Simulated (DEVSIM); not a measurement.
Device: Si p-n junction from an implanted or diffused profile, at 300 K.

| layer (left to right) | material | thickness (μm) | Nd (cm⁻³) | τn (s) | τp (s) |
|---|---|---|---|---|---|
| 1 | Si | 63.0 | 1.8e16 | 0.00012 | 0.00012 |

Added acceptor profile: 6.9e18 cm⁻³ × exp(−(x − 0.034 μm)²/(2·(0.028 μm)²)). Left contact: ohmic. Right contact: ohmic. Voltage is applied to the left contact. Recombination: SRH at mid-gap. Gap narrowing is on: ΔEg = 6.92 meV × (l + √(l² + 0.5)), l = ln(N/1.3e17 cm⁻³), shared equally by both band edges. Mobility is constant in doping.

Constants are typed, rounded textbook-type inputs, not results; the design itself was drawn at random and stands for no fabricated device. Values at 300 K.

| parameter | Si |
|---|---|
| gap (eV) | 1.124 |
| affinity (eV) | 4.05 |
| permittivity | 11.7 |
| Nc (cm⁻³) | 2.86e19 |
| Nv (cm⁻³) | 3.1e19 |
| μn (cm²/Vs) | 1417 |
| μp (cm²/Vs) | 470 |

Model (solved in DEVSIM): 1D drift-diffusion, Boltzmann statistics, complete ionisation; no tunnelling, impact ionisation, image-force lowering or self-heating.

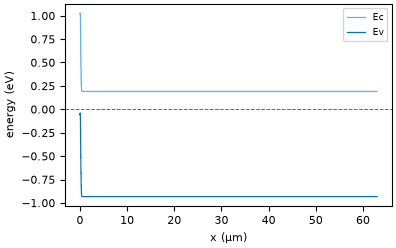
Band edges at zero bias

Energies count from the Fermi level of the right contact; mesh points crowd at the junctions.

```tsv
x (μm)	Ec (eV)	Ev (eV)	n (cm⁻³)	p (cm⁻³)	field (V/cm)
0.000	1.021	-0.058	200	3.3e18	7800
0.02237	1.028	-0.041	150	6.3e18	2800
0.04448	1.029	-0.041	150	6.4e18	-2600
0.06845	1.020	-0.059	210	3.2e18	-8500
0.1006	0.985	-0.121	810	2.8e17	-29000
0.1236	0.887	-0.235	36000	3.5e15	-56000
0.1482	0.749	-0.374	7500000	1.6e13	-54000
0.1892	0.549	-0.574	1.7e10	7.0e9	-43000
0.2712	0.290	-0.833	3.9e14	310000	-20000
0.4596	0.191	-0.932	1.8e16	6800	-130
0.9375	0.191	-0.933	1.8e16	6700	≈ 0
2.774	0.191	-0.933	1.8e16	6700	≈ 0
6.380	0.191	-0.933	1.8e16	6700	≈ 0
15.53	0.191	-0.933	1.8e16	6700	≈ 0
42.90	0.191	-0.933	1.8e16	6700	≈ 0
54.82	0.191	-0.933	1.8e16	6700	≈ 0
59.54	0.191	-0.933	1.8e16	6700	≈ 0
61.60	0.191	-0.933	1.8e16	6700	≈ 0
62.59	0.191	-0.933	1.8e16	6700	≈ 0
62.84	0.191	-0.933	1.8e16	6700	≈ 0
62.95	0.191	-0.933	1.8e16	6700	≈ 0
63.00	0.191	-0.933	1.8e16	6700	≈ 0
```
